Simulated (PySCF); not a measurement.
# C$_{2}$H$_{3}$Al: geometry relaxation (part 1 of 2)

System: C$_{2}$H$_{3}$Al, SMILES C#[C][AlH2].
Method: PBE0/def2-TZVP, RKS, dispersion D4 (PySCF 2.14.0).

The atoms were displaced at random from an optimised geometry.

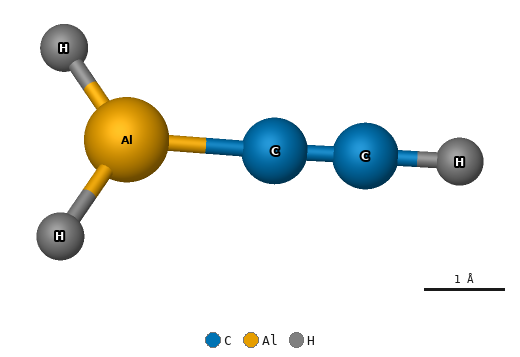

The input geometry (ball-and-stick view, seen at a tilt). Sticks mark near contacts. Bond lengths as drawn: Al–C 1.87 Å, Al–H 1.54 to 1.67 Å, C–C 1.14 Å and C–H 1.18 Å.

### Input file (calc.py)
```python
# C#[C][AlH2]
from pyscf import gto, dft
from pyscf.geomopt.geometric_solver import kernel as optimise

mol = gto.M(
    atom='geometry.xyz',
    max_memory=1860,
    basis='def2-tzvp',
    verbose=3,
    charge=0,
)

mf = dft.RKS(mol, xc='pbe0')
mf = mf.density_fit(auxbasis='def2-universal-jkfit')
mf.disp = 'd4'
mf.grids.level = 4
mf.conv_tol = 1e-09
mf.max_cycle = 100
converged, mol_eq = optimise(mf, maxsteps=100)
print('converged:', converged)
print(mol_eq.tostring())

mf.reset(mol_eq)
mol = mol_eq
mf.kernel()
energy = mf.e_tot
print('E(%s) = %.9f' % ('PBE0', energy))
```

### File geometry.xyz
```
6

C     -0.749696    -1.599114    -0.280048
C     -0.248959    -0.590689    -0.083677
Al     0.496697     1.100205     0.197754
H     -1.295243    -2.619258    -0.526649
H      1.355018     1.830236    -1.033909
H      0.440060     1.767642     1.588746
```

Run on 1 thread of Arm Neoverse V1, 24 GiB of memory available, shared host.

Command:
```bash
OMP_NUM_THREADS=1 python calc.py
```

### What the program printed
```
#|     Arguments passed to driver run_optimizer():      |#
customengine              <pyscf.geomopt.geometric_solver.PySCFEngine object>
maxiter                   100
----------------------------------------------------------
Custom engine selected.
Bonds will be generated from interatomic distances less than 1.20 times sum of covalent radii
18 internal coordinates being used (instead of 18 Cartesians)
Internal coordinate system (atoms numbered from 1):
Distance 1-2
Distance 1-4
Distance 2-3
Distance 3-5
Distance 3-6
Angle 2-3-6
Angle 5-3-6
LinearAngleX 2-1-4
LinearAngleY 2-1-4
LinearAngleX 1-2-3
LinearAngleY 1-2-3
Out-of-Plane 3-2-5-6
Translation-X 1-6
Translation-Y 1-6
Translation-Z 1-6
Rotation-A 1-6
Rotation-B 1-6
Rotation-C 1-6
<class 'geometric.internal.Distance'> : 5
<class 'geometric.internal.Angle'> : 2
<class 'geometric.internal.LinearAngle'> : 4
<class 'geometric.internal.OutOfPlane'> : 1
<class 'geometric.internal.TranslationX'> : 1
<class 'geometric.internal.TranslationY'> : 1
<class 'geometric.internal.TranslationZ'> : 1
<class 'geometric.internal.RotationA'> : 1
<class 'geometric.internal.RotationB'> : 1
<class 'geometric.internal.RotationC'> : 1
> ===== Optimization Info: ====
> Job type: Energy minimization
> Maximum number of optimization cycles: 100
> Initial / maximum trust radius (Angstrom): 0.100 / 0.300
> Convergence Criteria:
> Will converge when all 5 criteria are reached:
>  |Delta-E| < 1.00e-06
>  RMS-Grad  < 3.00e-04
>  Max-Grad  < 4.50e-04
>  RMS-Disp  < 1.20e-03
>  Max-Disp  < 1.80e-03
> === End Optimization Info ===

Geometry optimization cycle 1
Cartesian coordinates (Angstrom)
 Atom        New coordinates             dX        dY        dZ
   C  -0.749696  -1.599114  -0.280048    0.000000  0.000000  0.000000
   C  -0.248959  -0.590689  -0.083677    0.000000  0.000000  0.000000
  Al   0.496697   1.100205   0.197754   -0.000000  0.000000  0.000000
   H  -1.295243  -2.619258  -0.526649    0.000000  0.000000  0.000000
   H   1.355018   1.830236  -1.033909    0.000000  0.000000  0.000000
   H   0.440060   1.767642   1.588746    0.000000  0.000000  0.000000

WARN: Mole.unit (angstrom) is changed to Bohr

converged SCF energy = -320.165062900274
--------------- DFRKS_Scanner gradients ---------------
         x                y                z
0 C     0.1044081926     0.2024136390     0.0442496991
1 C    -0.0660881314    -0.1353664745    -0.0266764729
2 Al    -0.0205259085    -0.0146664425     0.0198000832
3 H    -0.0314536361    -0.0561967842    -0.0149866202
4 H     0.0112948389     0.0082895171    -0.0131140867
5 H     0.0023588563    -0.0044775354    -0.0092686158
----------------------------------------------
cycle 1: E = -320.1650629  dE = -320.165  norm(grad) = 0.288295
Step    0 : Gradient = 1.177e-01/2.320e-01 (rms/max) Energy = -320.1650629003
Hessian Eigenvalues: 4.50000e-02 5.00000e-02 5.00000e-02 ... 2.50000e-01 2.59609e-01 1.39671e+00

Geometry optimization cycle 2
Cartesian coordinates (Angstrom)
 Atom        New coordinates             dX        dY        dZ
   C  -0.785561  -1.653321  -0.311815   -0.035865 -0.054207 -0.031767
   C  -0.218886  -0.611482  -0.094112    0.030073 -0.020793 -0.010435
  Al   0.615281   1.068474   0.217540    0.118584 -0.031731  0.019786
   H  -1.287622  -2.549115  -0.521664    0.007621  0.070143  0.004985
   H   1.271626   1.805544  -1.014587   -0.083392 -0.024692  0.019322
   H   0.403407   1.829182   1.586602   -0.036653  0.061540 -0.002144
converged SCF energy = -320.184746226931
--------------- DFRKS_Scanner gradients ---------------
         x                y                z
0 C    -0.0021778378    -0.0045483124    -0.0002298891
1 C    -0.0059098777    -0.0063424651    -0.0035874021
2 Al     0.0063081021    -0.0058859739     0.0030598489
3 H     0.0069580745     0.0132019469     0.0024623673
4 H    -0.0031241871     0.0011815418    -0.0001246278
5 H    -0.0020575837     0.0023976334    -0.0015791293
----------------------------------------------
cycle 2: E = -320.184746227  dE = -0.0196833  norm(grad) = 0.0212067
Step    1 : Displace = 8.187e-02/1.243e-01 (rms/max) Trust = 1.000e-01 (=) Grad = 8.658e-03/1.513e-02 (rms/max) E (change) = -320.1847462269 (-1.968e-02) Quality = 0.920
Hessian Eigenvalues: 4.94139e-02 5.00000e-02 5.00000e-02 ... 2.50000e-01 2.98354e-01 1.26027e+00

Geometry optimization cycle 3
Cartesian coordinates (Angstrom)
 Atom        New coordinates             dX        dY        dZ
   C  -0.788693  -1.656986  -0.312462   -0.003132 -0.003665 -0.000647
   C  -0.285391  -0.566263  -0.121307   -0.066505  0.045220 -0.027195
  Al   0.447426   1.174384   0.148329   -0.167855  0.105911 -0.069211
   H  -1.232398  -2.603082  -0.491435    0.055224 -0.053967  0.030229
   H   1.362485   1.773442  -0.978786    0.090858 -0.032102  0.035801
   H   0.495045   1.767568   1.617531    0.091638 -0.061614  0.030929
converged SCF energy = -320.183698916652
--------------- DFRKS_Scanner gradients ---------------
         x                y                z
0 C    -0.0060140256    -0.0143367439    -0.0018684798
1 C     0.0083133849     0.0066591341     0.0024991398
2 Al    -0.0111707752     0.0075822191    -0.0068106754
3 H     0.0015475029     0.0051036694     0.0003638567
4 H     0.0025358098    -0.0034178496     0.0041055228
5 H     0.0047847119    -0.0015949113     0.0017162868
----------------------------------------------
cycle 3: E = -320.183698917  dE = 0.00104731  norm(grad) = 0.0261819
Step    2 : Displace = 1.169e-01/2.101e-01 (rms/max) Trust = 1.414e-01 (+) Grad = 1.069e-02/1.566e-02 (rms/max) E (change) = -320.1836989167 (+1.047e-03) Quality = -0.384
Hessian Eigenvalues: 5.00000e-02 5.00000e-02 5.00000e-02 ... 2.50001e-01 2.63199e-01 1.27260e+00

Geometry optimization cycle 4
Cartesian coordinates (Angstrom)
 Atom        New coordinates             dX        dY        dZ
   C  -0.796657  -1.659026  -0.304684   -0.007964 -0.002040  0.007778
   C  -0.260017  -0.588820  -0.116481    0.025374 -0.022557  0.004827
  Al   0.534243   1.122616   0.152301    0.086817 -0.051769  0.003972
   H  -1.273159  -2.603927  -0.480759   -0.040761 -0.000845  0.010676
   H   1.352389   1.850869  -0.983772   -0.010095  0.077427 -0.004986
   H   0.441739   1.767415   1.595161   -0.053306 -0.000154 -0.022370
converged SCF energy = -320.185702996492
--------------- DFRKS_Scanner gradients ---------------
         x                y                z
0 C     0.0012399857     0.0022378172     0.0008912453
1 C     0.0013019881     0.0005077026     0.0021972919
2 Al    -0.0028117480     0.0000225754    -0.0045571903
3 H    -0.0022171928    -0.0038052985    -0.0012274886
4 H     0.0012065923     0.0009652834     0.0021052945
5 H     0.0012768018     0.0000726913     0.0005948167
----------------------------------------------
cycle 4: E = -320.185702996  dE = -0.00200408  norm(grad) = 0.00851512
Step    3 : Displace = 6.158e-02/1.010e-01 (rms/max) Trust = 5.844e-02 (-) Grad = 3.476e-03/5.355e-03 (rms/max) E (change) = -320.1857029965 (-2.004e-03) Quality = 0.829
Hessian Eigenvalues: 5.00000e-02 5.00000e-02 5.00000e-02 ... 2.50331e-01 3.00521e-01 1.26194e+00

Geometry optimization cycle 5
Cartesian coordinates (Angstrom)
 Atom        New coordinates             dX        dY        dZ
   C  -0.788429  -1.646557  -0.318871    0.008228  0.012469 -0.014187
   C  -0.246642  -0.585889  -0.109731    0.013375  0.002931  0.006750
  Al   0.562431   1.108657   0.201374    0.028188 -0.013958  0.049073
   H  -1.264942  -2.580447  -0.506122    0.008218  0.023480 -0.025363
   H   1.306297   1.787478  -1.018555   -0.046092 -0.063391 -0.034783
   H   0.430041   1.805801   1.613432   -0.011698  0.038386  0.018271
converged SCF energy = -320.185944305868
--------------- DFRKS_Scanner gradients ---------------
         x                y                z
0 C     0.0008219412     0.0019678139     0.0004661305
1 C    -0.0008503177    -0.0022999124    -0.0017752408
2 Al     0.0002913168    -0.0013992632     0.0021620276
3 H     0.0005236316     0.0012168367     0.0002119963
4 H    -0.0005274783    -0.0002509585    -0.0009427112
5 H    -0.0002642711     0.0007669290    -0.0001206366
----------------------------------------------
cycle 5: E = -320.185944306  dE = -0.000241309  norm(grad) = 0.00493445
Step    4 : Displace = 4.934e-02/8.645e-02 (rms/max) Trust = 8.264e-02 (+) Grad = 2.014e-03/3.027e-03 (rms/max) E (change) = -320.1859443059 (-2.413e-04) Quality = 0.525
Hessian Eigenvalues: 4.99999e-02 5.00000e-02 5.00000e-02 ... 2.50521e-01 3.15778e-01 1.27572e+00

Geometry optimization cycle 6
Cartesian coordinates (Angstrom)
 Atom        New coordinates             dX        dY        dZ
   C  -0.792866  -1.650651  -0.314091   -0.004437 -0.004094  0.004780
   C  -0.254426  -0.584636  -0.114205   -0.007784  0.001253 -0.004475
  Al   0.552411   1.115638   0.181523   -0.010020  0.006981 -0.019851
   H  -1.265357  -2.589767  -0.492688   -0.000416 -0.009320  0.013434
   H   1.326398   1.812705  -1.006699    0.020101  0.025227  0.011856
   H   0.432817   1.785707   1.607612    0.002776 -0.020094 -0.005820
converged SCF energy = -320.186037154996
--------------- DFRKS_Scanner gradients ---------------
         x                y                z
0 C    -0.0002315072    -0.0000617551     0.0000570227
1 C     0.0003914439    -0.0003427410     0.0000935311
2 Al    -0.0006309978    -0.0003282969    -0.0002194491
3 H     0.0001024155     0.0003486863    -0.0000596458
4 H     0.0001409322     0.0001709659     0.0001529130
5 H     0.0002229269     0.0002143706    -0.0000221399
----------------------------------------------
cycle 6: E = -320.186037155  dE = -9.28491e-05  norm(grad) = 0.00109474
Step    5 : Displace = 2.073e-02/3.462e-02 (rms/max) Trust = 8.264e-02 (=) Grad = 4.469e-04/7.444e-04 (rms/max) E (change) = -320.1860371550 (-9.285e-05) Quality = 0.912
Hessian Eigenvalues: 4.99997e-02 5.00000e-02 5.00000e-02 ... 2.51928e-01 3.11431e-01 1.26689e+00

Geometry optimization cycle 7
Cartesian coordinates (Angstrom)
 Atom        New coordinates             dX        dY        dZ
   C  -0.792973  -1.649457  -0.314825   -0.000107  0.001194 -0.000735
   C  -0.255622  -0.582653  -0.115293   -0.001196  0.001983 -0.001088
  Al   0.554171   1.116214   0.182299    0.001760  0.000576  0.000776
   H  -1.264056  -2.590505  -0.491555    0.001301 -0.000739  0.001132
   H   1.326127   1.811162  -1.008177   -0.000272 -0.001543 -0.001478
   H   0.431639   1.784154   1.608862   -0.001178 -0.001553  0.001250
converged SCF energy = -320.186042899101
--------------- DFRKS_Scanner gradients ---------------
         x                y                z
0 C    -0.0001266729     0.0002542664     0.0000314605
1 C     0.0004261396    -0.0001105239     0.0000956669
2 Al    -0.0003081587    -0.0001270217    -0.0000583446
3 H    -0.0001216929    -0.0002047312    -0.0001008324
4 H     0.0000248033     0.0000621479     0.0000786166
5 H     0.0001009255     0.0001274000    -0.0000445073
----------------------------------------------
cycle 7: E = -320.186042899  dE = -5.74411e-06  norm(grad) = 0.000710702
Step    6 : Displace = 2.084e-03/2.582e-03 (rms/max) Trust = 1.169e-01 (+) Grad = 2.901e-04/4.505e-04 (rms/max) E (change) = -320.1860428991 (-5.744e-06) Quality = 1.464
Hessian Eigenvalues: 4.99529e-02 5.00000e-02 5.00000e-02 ... 2.79803e-01 3.61861e-01 1.27995e+00

Geometry optimization cycle 8
Cartesian coordinates (Angstrom)
 Atom        New coordinates             dX        dY        dZ
   C  -0.793430  -1.648011  -0.315601   -0.000457  0.001446 -0.000776
   C  -0.259149  -0.579231  -0.117889   -0.003527  0.003422 -0.002595
  Al   0.555939   1.117125   0.181854    0.001767  0.000911 -0.000445
   H  -1.260832  -2.591210  -0.488107    0.003224 -0.000704  0.003449
   H   1.327545   1.810547  -1.009747    0.001419 -0.000615 -0.001570
   H   0.429948   1.779463   1.610471   -0.001691 -0.004691  0.001609
converged SCF energy = -320.186047259001
--------------- DFRKS_Scanner gradients ---------------
         x                y                z
0 C    -0.0003627788    -0.0001259441    -0.0001621518
1 C     0.0003373402     0.0000311522     0.0001545241
2 Al     0.0000576707     0.0001100117     0.0000618200
3 H     0.0000720674     0.0000319043     0.0000339947
4 H    -0.0000475571    -0.0000138926    -0.0000492639
5 H    -0.0000610733    -0.0000311460    -0.0000371114
----------------------------------------------
cycle 8: E = -320.186047259  dE = -4.3599e-06  norm(grad) = 0.000591597
Step    7 : Displace = 3.934e-03/5.639e-03 (rms/max) Trust = 1.653e-01 (+) Grad = 2.415e-04/4.168e-04 (rms/max) E (change) = -320.1860472590 (-4.360e-06) Quality = 1.177
Hessian Eigenvalues: 4.89227e-02 5.00000e-02 5.00000e-02 ... 2.82999e-01 3.61703e-01 1.28277e+00
```
